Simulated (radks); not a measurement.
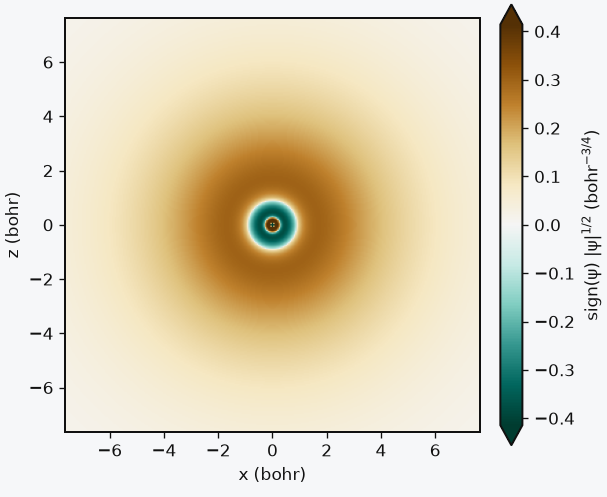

**Figure 1.** One occupied orbital of up spin is shown. In the xz plane through the nucleus, the colour gives the signed square root of ψ. The radial function comes from the spherical calculation and is multiplied by a real spherical harmonic; the overall sign is chosen so that the largest lobe of P(r) is positive. It is 4s of up spin. It has no angular node and 3 radial nodes, at r = 0.0691, 0.286 and 0.904 bohr; only the outer 2 can be made out at this scale. The outermost maximum of P² lies at 2.31 bohr, ⟨r⟩ = 2.93 bohr, 90 % of the charge lies within 4.54 bohr, and the eigenvalue is −5.00 eV, with 1 electron in the shell for this spin.

Run report: Cu, atomic calculation

Atomic copper (Cu) in the configuration [Ar] 3d10 4s1 (high spin). Computed at this level: non-relativistic Kohn-Sham, LDA (Slater exchange, Perdew-Wang correlation), spin-polarised, spherical densities, point nucleus (the in-house radial solver radks).

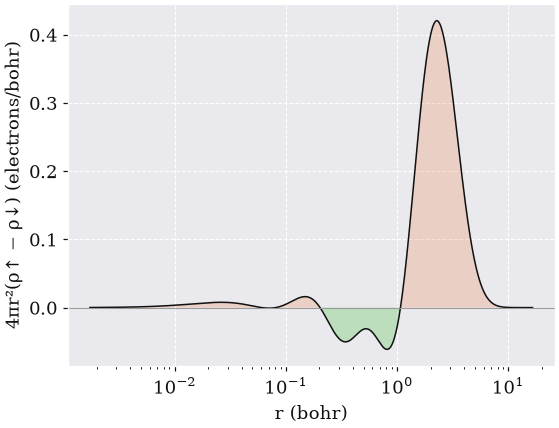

**Figure 2.** The radial spin density. The curve integrates to 1 unpaired electron, held by 4s (+1). Its largest value, 0.420 electrons/bohr, lies near r = 2.3 bohr. Regions of the opposite sign hold 0.036 electrons in all, from the polarisation of filled shells. At the nucleus the spin density is 5.03 bohr⁻³.

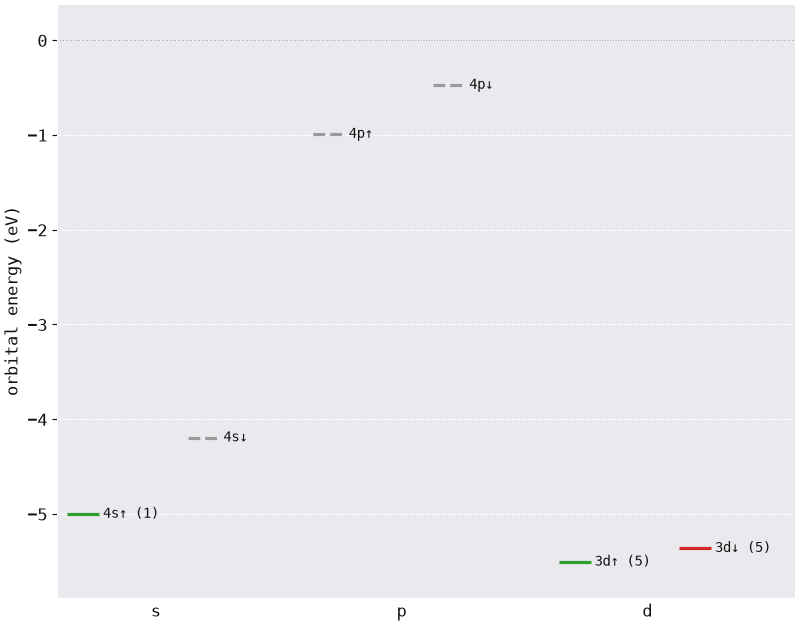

**Figure 3.** The outer levels are drawn (occupations in brackets, up spins at the left of each column and down spins at the right, empty levels dashed). The highest occupied level is 4s up at −5.00 eV. From the top down the occupied levels run 4s up (−5.00 eV), 3d down (−5.36 eV), 3d up (−5.51 eV). The lowest empty level drawn is 4s down at −4.20 eV. The largest exchange splitting (down less up) among the shells drawn in both spins is that of 4s, 0.803 eV.

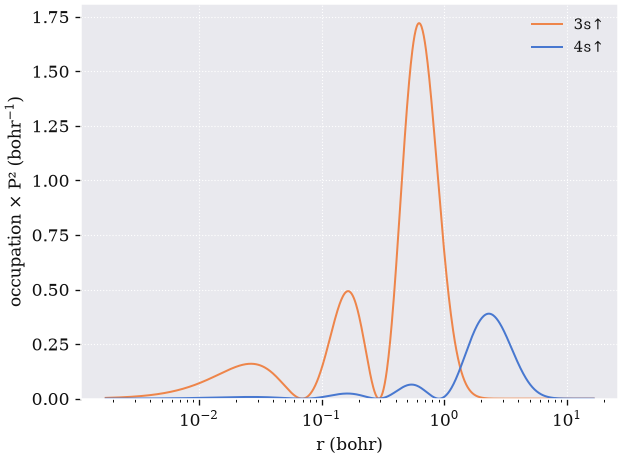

**Figure 4.** The radial probability densities P² of 3s up and 4s up, each times its occupation. 3s up: outer maximum at 0.622 bohr, ⟨r⟩ = 0.724 bohr, 2 nodes, eigenvalue −110.3 eV; 4s up: outer maximum at 2.31 bohr, ⟨r⟩ = 2.93 bohr, 3 nodes, eigenvalue −5.00 eV.

These pictures come from the run below.

### Input
```
Z 29
configuration [Ar] 3d10 4s1 4p0 5s0 4d0 4f0
relativity non-relativistic
functional lda,pw
spin polarised
nucleus point
```

Energies in input and log are in hartree, lengths in bohr.

### Log
```
1s      1   1.0000        -320.78663421
2s      1   1.0000         -38.13818645
2p      1   3.0000         -33.47836142
3s      1   1.0000          -4.05441197
3p      1   3.0000          -2.60648326
3d      1   5.0000          -0.20235412
4s      1   1.0000          -0.18376903
4p      1   0.0000          -0.03651770
5s      1   0.0000          -0.00030355
4d      1   0.0000           0.00019524
4f      1   0.0000           0.00028701
1s      2   1.0000        -320.78540547
2s      2   1.0000         -38.13917429
2p      2   3.0000         -33.47889170
3s      2   1.0000          -4.05532013
3p      2   3.0000          -2.60684773
3d      2   5.0000          -0.19704069
4s      2   0.0000          -0.15425053
4p      2   0.0000          -0.01751203
5s      2   0.0000           0.00001739
4d      2   0.0000           0.00019524
4f      2   0.0000           0.00028701
Etot -1637.7811823014313
Ekin 1635.9899738288545
Encl -3923.3931399663998
Eh 713.9877352959952
Exc -64.36575145988124
err 4.05134151368329e-09
it 18
```

### Orbitals

| orbital | occupation | energy (eV) | ⟨r⟩ (bohr) | outer maximum (bohr) |
| --- | --- | --- | --- | --- |
| 1s up | 1 | −8729.0 | 0.05298 | 0.0349 |
| 1s down | 1 | −8729.0 | 0.05298 | 0.0349 |
| 2s down | 1 | −1037.8 | 0.2391 | 0.200 |
| 2s up | 1 | −1037.8 | 0.2391 | 0.200 |
| 2p down | 3 | −911.007 | 0.2080 | 0.160 |
| 2p up | 3 | −910.993 | 0.2080 | 0.160 |
| 3s down | 1 | −110.351 | 0.7237 | 0.622 |
| 3s up | 1 | −110.326 | 0.7240 | 0.622 |
| 3p down | 3 | −70.936 | 0.7546 | 0.623 |
| 3p up | 3 | −70.926 | 0.7553 | 0.623 |
| 3d up | 5 | −5.506 | 1.051 | 0.599 |
| 3d down | 5 | −5.362 | 1.028 | 0.598 |
| 4s up | 1 | −5.001 | 2.928 | 2.31 |
| 4s down | 0 | −4.197 | 2.990 | 2.30 |
| 4p up | 0 | −0.994 | 4.619 | 3.41 |
| 4p down | 0 | −0.477 | 5.480 | 3.78 |

### Slater integrals of the outer shells (hartree)

```tsv
integral	value
F0(4s,4s)	0.3098
F0(4s,3d)	0.3980
G2(4s,3d)	0.0489
F0(4s,3p)	0.4094
G1(4s,3p)	0.0179
F0(4s,3s)	0.4103
G0(4s,3s)	0.0129
F0(4s,4p)	0.2368
G1(4s,4p)	0.1336
F0(3d,3d)	0.9195
F2(3d,3d)	0.4038
F4(3d,3d)	0.2475
F0(3d,3p)	1.0395
F2(3d,3p)	0.4735
```

### Results in brief

```
                       quantity                      value
                        outcome                  converged
                   total energy         −1637.7812 hartree
                 kinetic energy          1635.9900 hartree
        electron–nucleus energy         −3923.3931 hartree
                 Hartree energy         713.987735 hartree
    exchange–correlation energy         −64.365751 hartree
radius at density 0.001 e/bohr³                  4.10 bohr
                 SCF iterations                         18
                       hardware  1 CPU thread, shared host
                      wall time                      4.9 s
```
